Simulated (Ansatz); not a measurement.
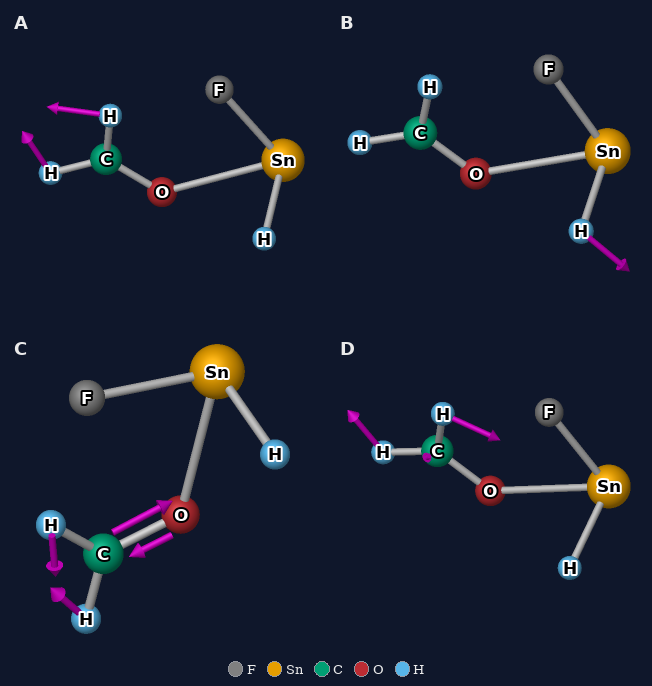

4 normal modes of one molecule or complex, as arrows. Harmonic vibrations computed with RKS PBE0-D4/def2-TZVP, core potentials on Sn (Ansatz 0.2.0) at a stationary point of the same level.

Question: Match the panels to the wavenumbers 613 cm⁻¹, 1278 cm⁻¹, 1502 cm⁻¹, 1776 cm⁻¹.

Answer: A: 1502 cm⁻¹, H–C–H bending
B: 613 cm⁻¹, F–Sn–H bending
C: 1776 cm⁻¹
D: 1278 cm⁻¹, H–C–O bending
